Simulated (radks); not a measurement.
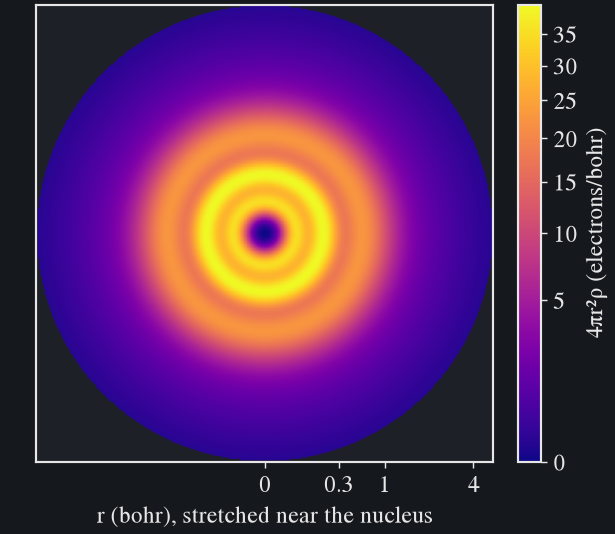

The radial density 4πr²ρ as a disc about the nucleus, with the radius drawn as r to the power 0.4. There are 3 maxima, at r = 0.0372, 0.168 and 0.602 bohr, parted by minima at 0.0796 and 0.382 bohr, inside which lie 2.1 and 10.9 electrons. The configuration has 4 principal shells, so not every shell has a maximum of its own.

## Run report: Cu, atomic calculation

Atomic copper (Cu) in the configuration [Ar] 3d10 4s1 (high spin). Computed at this level: non-relativistic Kohn-Sham, PBEsol, spin-polarised, spherical densities, point nucleus (the in-house radial solver radks).

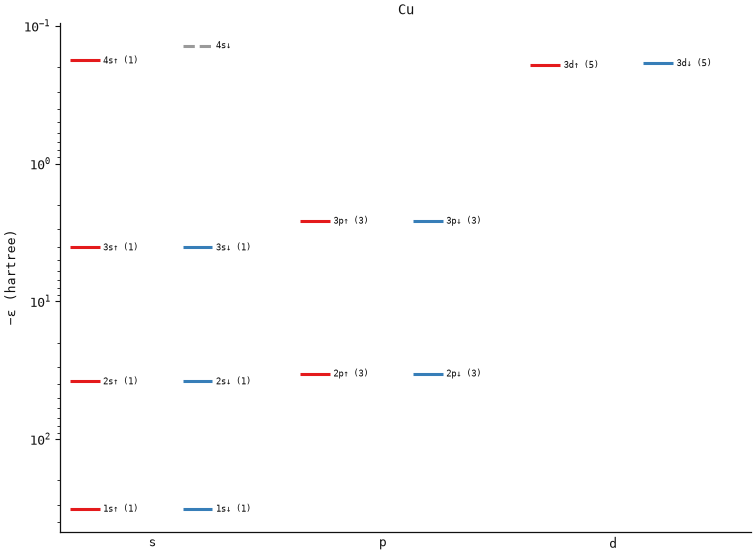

The occupied levels and a few empty ones, on a logarithmic scale of binding energy, are drawn by angular momentum (occupations in brackets, up spins at the left of each column and down spins at the right, empty levels dashed). The highest occupied level is 4s up at −0.178 hartree. The highest 5 occupied levels, from the top down, are 4s up (−0.178 hartree), 3d down (−0.187 hartree), 3d up (−0.192 hartree), 3p up (−2.60 hartree), 3p down (−2.61 hartree). The lowest empty level drawn is 4s down at −0.139 hartree. The largest exchange splitting (down less up) among the shells drawn in both spins is that of 4s, 0.0389 hartree. The measured ionisation energy (NIST) is 7.73 eV; minus the highest level, 4.85 eV, lies 37 % below it, as is usual for a semilocal functional, whose potential decays too fast.

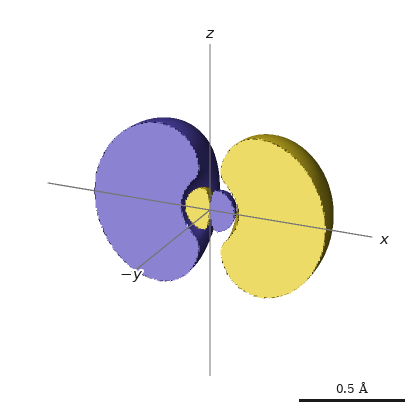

One occupied orbital of down spin is shown. The surface of constant |ψ| that holds about 80 % of the electron is drawn, yellow where ψ is positive and blue where it is negative, with the half in front of the xz plane cut away and the cut face painted. The radial function comes from the spherical calculation and is multiplied by a real spherical harmonic; the overall sign is chosen so that the largest lobe of P(r) is positive. It is 3p(x) of down spin. It has the nodal plane yz and 1 radial node, at r = 0.262 bohr. The outermost maximum of P² lies at 0.623 bohr, ⟨r⟩ = 0.754 bohr, 90 % of the charge lies within 1.17 bohr, and the eigenvalue is −70.9 eV, with 3 electrons in the shell for this spin.

These pictures come from the run below.

Input:
```
Z 29
configuration [Ar] 3d10 4s1
relativity non-relativistic
functional pbe_sol,pbe_sol
spin polarised
nucleus point
```

Energies in input and log are in hartree, lengths in bohr.

Log:
```
1s      1   1.0000        -321.13044442
2s      1   1.0000         -38.17397518
2p      1   3.0000         -33.47757846
3s      1   1.0000          -4.06248612
3p      1   3.0000          -2.60411705
3d      1   5.0000          -0.19223473
4s      1   1.0000          -0.17830820
1s      2   1.0000        -321.12934887
2s      2   1.0000         -38.17561993
2p      2   3.0000         -33.47857458
3s      2   1.0000          -4.06454895
3p      2   3.0000          -2.60559203
3d      2   5.0000          -0.18662183
4s      2   0.0000          -0.13941198
Etot -1638.971346352211
Ekin 1637.6378707153467
Encl -3925.085016931036
Eh 714.0542148135353
Exc -65.57841495005687
err 4.6647699949284765e-09
it 18
```

Results in brief:

```tsv
quantity	value
outcome	converged
total energy	−1638.9713 hartree
kinetic energy	1637.6379 hartree
electron–nucleus energy	−3925.0850 hartree
Hartree energy	714.054215 hartree
exchange–correlation energy	−65.578415 hartree
radius at density 0.001 e/bohr³	4.10 bohr
SCF iterations	18
hardware	1 CPU thread, shared host
wall time	5 s
```
